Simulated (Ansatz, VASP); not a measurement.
**Pt: VASP beside Ansatz**

Wanted: the spread between two codes on one cell, functional and k mesh.

Calculated with Ansatz 0.2.0; plane waves, with VASP 6.6.1 beside it; single point at PBE.

## 1. Starting point

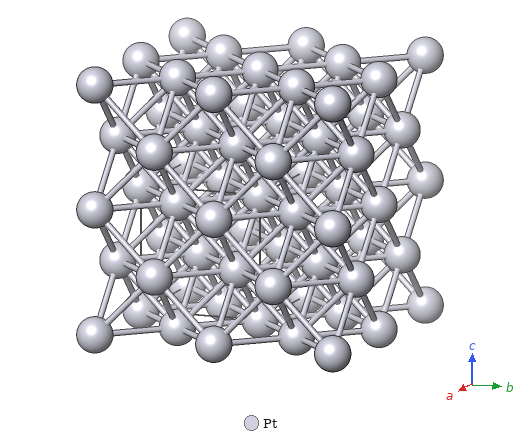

Start, viewed slightly off an axis; platinum light grey. 2×2×2 cells are drawn. This picture shows the conventional cell, with its axes. Some periodic images of atoms are drawn too.

## 2. Ansatz: single point, PBE

Ansatz runs on its default PAW (the set named soft_2) files.

A single point gives forces, pressure and levels at one fixed geometry, so differences don't come from the geometry; what else differs is listed under the comparison.

The input, input.yaml:

```yaml
crystal:
  lattice:
    - [0.0, 1.9609, 1.9609]
    - [1.9609, 0.0, 1.9609]
    - [1.9609, 1.9609, 0.0]
  atoms:
    - { symbol: Pt, position: [0.0, 0.0, 0.0] }
hamiltonian:
  xc: pbe
  pseudopotentials: { kind: paw }
kpoints:
  mp_grid: { grid: [10, 10, 10] }
scf:
  occupations: { method: fermi_dirac, width: 0.05 }
  n_extra_bands: 4
output:
  forces: true
  stress: true
  eigenvalues: true
  write_density: true
  write_potential: true
  elf: true
  volumetric_format: npy
```

Launch:

```bash
ansatz run input.yaml --threads 2 --pin off --max-ram 4608MiB --backend cpu --events-out ev --progress --plain --runs-dir out
```

Numbers of over 12 decimals in the logs are rounded to 6 here.

The program printed:

```text
scf.n_extra_bands = 4 over 9 filled bands (N_el = 18.0): the run solves 13 bands
Engine: ansatz 0.2.0, aarch64-unknown-linux-gnu
Pseudopotentials: kind: paw
Pseudopotential: Pt, paw, valence charge 18, recommended cutoff 420 eV (normal), Pt.paw.azcp
Functional definition: PBE
  parameter kappa = 0.804
  parameter beta = 0.066725
  exchange = pbe_x(kappa = kappa, mu = beta*pi^2/3)
  correlation = pbe_c(beta = beta)
Crystal: 1 atoms, lattice volume = 15.080 Å³
Basis set: ecut = 420 eV, 283 PW (Γ), exchange–correlation on 40×40×40 points (8 copies of the dense FFT grid, shifted against one another)
Bands: 13, of which v1, the nominal top of the filled ones, is band 9 counted from 1 (8 counted from 0)
Symmetry: 48 space group operations
Space group: Fm-3m (ITA 225), of the structure as read, at distance tolerance 2.5e-5 Å
k-points: 47 of 1000
Non-local potential: Pt, projectors of the file, l = 0: 3, l = 1: 2, l = 2: 2, l = 3: 1
PAW form: soft (Blöchl's): semilocal exchange-correlation on the pseudo side does not see the compensation charge
PAW one-centre angular grid: Pt, 590 points (default); XC on 64 Gauss nodes
Initial density: superposition of atomic densities (neutral atoms: chi_scale 0, normalization atom), corrected by the library's trained network
Initial wavefunctions: pseudopotential atomic-orbital guess
Functional: x = pbe(κ = 0.804, μ = 0.219515), c = pbe(β = 0.066725)
SCF iter   1: F=—  HF=-12522.987473 eV  |F-HF|=—  |Δ(HF+E_count)|=         —  Δρ=2.63e-3  dr2=1.40e-4  ethr=1.77e-3  ⟨swp⟩=5.1  Hψ=3361  notcnv=0
preconditioner: auto → none  [metal: Δε(μ)=0.037 eV  Ē_g=14.215 eV  σ=0.050 eV  W_gap=0.18  n_scr=8 (ndim 8)  ℏωp=30.2 eV  f_vac=0.000  D(μ)=1.30/eV (n_scr^D=14)  sad-step TF]
SCF iter   2: F=—  HF=-12522.987975 eV  |F-HF|=—  |Δ(HF+E_count)|=   5.02e-4  Δρ=1.50e-3  dr2=5.31e-5  ethr=7.80e-7  ⟨swp⟩=2.4  Hψ=1412  notcnv=0
SCF iter   3: F=—  HF=-12522.988169 eV  |F-HF|=—  |Δ(HF+E_count)|=   1.94e-4  Δρ=4.42e-4  dr2=2.93e-5  ethr=2.95e-7  ⟨swp⟩=2.0  Hψ=854  notcnv=0
SCF iter   4: F=—  HF=-12522.988160 eV  |F-HF|=—  |Δ(HF+E_count)|=   8.89e-6  Δρ=1.16e-4  dr2=1.47e-6  ethr=1.63e-7  ⟨swp⟩=2.6  Hψ=893  notcnv=0
SCF iter   5: F=—  HF=-12522.988159 eV  |F-HF|=—  |Δ(HF+E_count)|=   2.32e-7  Δρ=4.07e-5  dr2=1.18e-7  ethr=8.14e-9  ⟨swp⟩=2.1  Hψ=804  notcnv=0
SCF iter   6: F=-12522.988159 eV  HF=-12522.988159 eV  |F-HF|=1.07e-9  |Δ(HF+E_count)|=   2.25e-8  Δρ=3.74e-6  dr2=1.79e-9  ethr=5.56e-10  ⟨swp⟩=6.9  Hψ=2943  notcnv=0
SCF 1 converged in 6 iterations: F = -12522.988159 eV  dr2 = 1.79e-9
  greatest PAW one-centre occupation: 1.000 electrons in one spin orbital (limit 2), on the Pt atom at site 0 (counted from 0), in its partial waves of l = 0
SCF converged after 6 iterations
Free energy (F): -12522.988159 eV
Harris-Foulkes:  -12522.988159 eV  (|F-HF|=1.07e-9)
Internal energy: -12522.976281 eV  (E = F + TS)
E sigma→0 (E₀):  -12522.982220 eV
Entropy (-TS):   -0.011878 eV (-11.878 meV/atom)
Fermi energy:    23.423899 eV
--- Per-component energies (eV) ---
  E_band       = -128.240703
  E_kinetic    = 638.413670
  E_local      = -1461.126088  (includes V_loc(G=0)·N_el)
  E_nonlocal   = 199.803325
  E_hartree    = 543.237932
  E_xc         = -262.155944
  E_vxc        = -303.357778  (∫ρ·V_xc dr)
  E_paw        = -9454.008036  (= ΣΔE_a)
  E_vpaw       = -288.451574  (= ΣTr[D̂ρ^β])
  E_aug_tail   = 0.000205  (compensation charges beyond the density's cutoff)
  E_ewald      = -2727.141345
  E_smearing   = -0.011878  (= −TS)
  E_closure    = 0.000000  (closes the sum)
  Σ components = -12522.988159   (vs F -12522.988159, Δ=0.00e0)
--- Forces (eV/Å), atoms counted from 1 ---
  atom   1  Pt    -0.00000000     0.00000000     0.00000000
  max |Σ_I F_I| component: 5.34e-32 eV/Å
--- Stress (GPa, compression-positive) ---
       10.265560       0.000000       0.000000
        0.000000      10.265560       0.000000
        0.000000       0.000000      10.265560
  P = ⅓ Tr σ = 10.2656 GPa (102.656 kbar)
--- Band table (eV; the first three rows and the last of 47) ---
  k-point 0: bands = [... 5 lower, 19.6069, 19.6069, 19.6069, 21.7667, 21.7667, 38.0251, 42.9638, 42.9638]
  k-point 1: bands = [... 5 lower, 19.4398, 19.7577, 19.7577, 21.6898, 21.6898, 38.6189, 41.2048, 43.5660]
  k-point 2: bands = [... 5 lower, 19.1895, 19.9887, 19.9887, 21.7220, 21.7220, 38.3026, 39.7257, 45.1685]
  k-point 46: bands = [... 5 lower, 18.1069, 19.7191, 21.6516, 23.9090, 30.3751, 30.6379, 32.8317, 35.4365]
```

The job ended after 1.1 s (2 threads of Arm Neoverse N1, shared host; peak memory 0.24 GiB).

The run ends at a pressure of 10.27 GPa.

## 3. VASP: single point, PBE

The same cell, functional, mesh and smearing now go to VASP, with its own data sets and cutoff.

Lines of VASP's logs that name or quote its potential files are left out, and so is its time.

The input, INCAR:

```
SYSTEM = Pt
PREC = Accurate
ENCUT = 400
EDIFF = 1E-06
NELM = 100
ISMEAR = -1
SIGMA = 0.05
LREAL = .FALSE.
ALGO = Normal
GGA = PE
NBANDS = 11
LASPH = .TRUE.
LORBIT = 11
LWAVE = .FALSE.
LCHARG = .TRUE.
ISIF = 2
LELF = .TRUE.
LVHAR = .TRUE.
```

The input, POSCAR:

```
Pt
1.0
    0.0000000000      1.9609000000      1.9609000000
    1.9609000000      0.0000000000      1.9609000000
    1.9609000000      1.9609000000      0.0000000000
Pt
1
Direct
    0.0000000000      0.0000000000      0.0000000000
```

The input, KPOINTS:

```
Automatic mesh
0
Gamma
10 10 10
0 0 0
```

Potentials, in the order of the species: Pt (PBE family, release 64).

Launch:

```bash
mpirun -np 2 vasp_std
```

The program printed:

```text
[banner, memory and clock lines left out]
running    2 mpi-ranks, on    1 nodes
 distrk:  each k-point on    2 cores,    1 groups
 distr:  one band on    1 cores,    2 groups

 POSCAR found type information on POSCAR Pt
 POSCAR found :  1 types and       1 ions
 LDA part: xc-table for (Slater+PW92), standard interpolation
|                                                                             |
|           W    W    AA    RRRRR   N    N  II  N    N   GGGG   !!!           |
|           W    W   A  A   R    R  NN   N  II  NN   N  G    G  !!!           |
|           W    W  A    A  R    R  N N  N  II  N N  N  G       !!!           |
|           W WW W  AAAAAA  RRRRR   N  N N  II  N  N N  G  GGG   !            |
|           WW  WW  A    A  R   R   N   NN  II  N   NN  G    G                |
|           W    W  A    A  R    R  N    N  II  N    N   GGGG   !!!           |
|                                                                             |
|     The number of bands has been changed from the values supplied in        |
|     The orbitals not found in the WAVECAR file will be initialized with     |
|     random numbers, which is usually adequate. For correlated               |
|     calculations, however, you should redo the groundstate calculation.     |
|     I found NBANDS = 11. Now, NBANDS = 12.                                  |
|                                                                             |

 POSCAR, INCAR and KPOINTS ok, starting setup
 FFT: planning ... GRIDC
 FFT: planning ... GRID_SOFT
 FFT: planning ... GRID
 WAVECAR not read
 entering main loop
       N       E                     dE             d eps       ncg     rms          rms(c)
DAV:   1     0.319892933955E+02    0.31989E+02   -0.45546E+03  1168   0.622E+02
DAV:   2    -0.598899435524E+01   -0.37978E+02   -0.36579E+02  1384   0.149E+02
DAV:   3    -0.644419379622E+01   -0.45520E+00   -0.45394E+00  1360   0.152E+01
DAV:   4    -0.644614215342E+01   -0.19484E-02   -0.19482E-02  1396   0.117E+00
DAV:   5    -0.644615773752E+01   -0.15584E-04   -0.15583E-04  1388   0.933E-02    0.130E+01
DAV:   6    -0.611458376012E+01    0.33157E+00   -0.69165E-01  1276   0.632E+00    0.687E+00
DAV:   7    -0.607623181493E+01    0.38352E-01   -0.12915E-01  1352   0.267E+00    0.254E+00
DAV:   8    -0.607292400765E+01    0.33078E-02   -0.45930E-03  1272   0.547E-01    0.509E-01
DAV:   9    -0.607279037564E+01    0.13363E-03   -0.50211E-05  1412   0.606E-02    0.436E-02
DAV:  10    -0.607279397659E+01   -0.36010E-05   -0.23291E-06  1416   0.115E-02    0.167E-03
DAV:  11    -0.607279402313E+01   -0.46538E-07   -0.53931E-08   724   0.187E-03
   1 F= -.60727940E+01 E0= -.60668322E+01  d E =-.119236E-01
```

OUTCAR, selected parts (step 3):

```text
ion  position               nearest neighbor table
   1  0.000  0.000  0.000-

  LATTYP: Found a face centered cubic cell.
 ALAT       =     3.9218000000

 Subroutine GETGRP returns: Found 48 space group operations
 (whereof 48 operations were pure point group operations)

The static configuration has the point symmetry O_h .

 Found     47 irreducible k-points:

   k-points           NKPTS =     47   k-points in BZ     NKDIM =     47   number of bands    NBANDS=     12

   dimension x,y,z NGX =    18 NGY =   18 NGZ =   18
   dimension x,y,z NGXF=    36 NGYF=   36 NGZF=   36

   ENCUT  =  400.0 eV  29.40 Ry    5.42 a.u.   4.52  4.52  4.52*2*pi/ulx,y,z

   NELECT =      10.0000    total number of electrons

 k-points in reciprocal lattice and weights: Automatic mesh
   0.00000000  0.00000000  0.00000000       0.001
   0.10000000  0.00000000  0.00000000       0.008
   0.20000000  0.00000000  0.00000000       0.008
   0.30000000  0.00000000  0.00000000       0.008
   0.40000000  0.00000000  0.00000000       0.008
   0.50000000  0.00000000  0.00000000       0.004
   0.10000000  0.10000000  0.00000000       0.006
   0.20000000  0.10000000  0.00000000       0.024
   0.30000000  0.10000000  0.00000000       0.024
[...]
-0.30000000  0.40000000  0.20000000       0.024
  -0.30000000  0.50000000  0.20000000       0.012

 average (electrostatic) potential at core
       1 -62.8912

 E-fermi :  11.2842

 k-point     1 :       0.0000    0.0000    0.0000
  band No.  band energies     occupation
    ...
      2       7.4812      2.00000
      3       7.4812      2.00000
      4       7.4812      2.00000
      5       9.6351      2.00000
      6       9.6351      2.00000
      7      25.9079      0.00000
      8      30.8721      0.00000
      9      30.8721      0.00000
     10      30.8721      0.00000
     11      36.2143      0.00000
    ...

 k-point     2 :       0.1000    0.0000    0.0000
  band No.  band energies     occupation
    ...
      2       7.3139      2.00000
      3       7.6313      2.00000
      4       7.6313      2.00000
      5       9.5581      2.00000
      6       9.5581      2.00000
      7      26.5075      0.00000
      8      29.1061      0.00000
      9      31.4829      0.00000
     10      31.4829      0.00000
     11      37.8097      0.00000
    ...

 k-point     3 :       0.2000    0.0000    0.0000
  band No.  band energies     occupation
    ...
      2       7.0628      2.00000
      3       7.8617      2.00000
      4       7.8617      2.00000
      5       9.5889      2.00000
      6       9.5889      2.00000
      7      26.1844      0.00000
      8      27.6240      0.00000
      9      33.1072      0.00000
     10      33.1072      0.00000
     11      35.3017      0.00000
    ...

  Total        0.9163651      0.9163651      0.9163651     -0.0000000     -0.0000000     -0.0000000
  in kB       97.3605030     97.3605030     97.3605030     -0.0000000     -0.0000000     -0.0000000
  external PRESSURE =      97.3605030 kB  Pullay stress =       0.0000000 kB

  energy-cutoff  :      400.00
  volume of cell :       15.08
      direct lattice vectors                 reciprocal lattice vectors
     0.000000000  1.960900000  1.960900000    -0.254984956  0.254984956  0.254984956
     1.960900000  0.000000000  1.960900000     0.254984956 -0.254984956  0.254984956
     1.960900000  1.960900000  0.000000000     0.254984956  0.254984956 -0.254984956

 POSITION                                       TOTAL-FORCE (eV/Angst)
 -----------------------------------------------------------------------------------
      0.00000      0.00000      0.00000         0.000000      0.000000      0.000000
 -----------------------------------------------------------------------------------
    total drift:                                0.000000      0.000000      0.000000

  FREE ENERGIE OF THE ION-ELECTRON SYSTEM (eV)
  ---------------------------------------------------
  free  energy   TOTEN  =        -6.0727940231 eV

  energy  without entropy=       -6.0608704445  energy(sigma->0) =       -6.06683223

 total charge
# of ion       s       p       d       tot
------------------------------------------
    1        0.636   0.615   8.047   9.298

[... 3 further parts left out ...]
```

The run ends at a pressure of 9.74 GPa.

## 4. Differences

Known differences besides the PAW data sets themselves: the data sets hold 18 valence electrons in Ansatz (default PAW (the set named soft_2) files) and 10 in VASP; the cutoff is 420 eV in Ansatz and 400 eV in VASP. Total energies have different zeros and are not compared.

Both answers:

```
      quantity  Ansatz  VASP  difference
pressure (GPa)   10.27  9.74       +0.53
```

Ansatz's pressure holds a Pulay correction of 0.08 GPa; VASP's holds none.

## 5. Further runs

An all-electron run, which needs no data sets, serves as referee.

```
                              run  difference in pressure (GPa)
                         as above                          0.53
Ansatz's all-electron LAPW method                          0.48
```

## 6. Outcome

| Property | Result |
| --- | --- |
| difference in pressure (single point, PBE) | 0.53 GPa |

The difference in pressure is 0.53 GPa (single point, PBE), within the 1 GPa picked in this series as the mark of a large difference. For single point, PBE: no further run halves the difference in pressure; only Ansatz's side was varied. The all-electron run, which needs no data set, lies 0.48 GPa from VASP and 0.050 GPa from Ansatz's PAW result, so it sides with Ansatz. Differences of this kind measure data sets and numerical settings, not the functional's error against experiment.

[Lines on the potential files, build, host, timing and source positions are cut from VASP's logs without a mark.]

[Logs are printed without paths, hosts, clocks, repeated set-up lines and the standing remarks that a program may print on its own settings, such as how far it seeks lower states.]

[Hosts, paths, dates, database ids (printed as entryN), source tags and the programs' standing remarks are cut or masked in the printed files.]
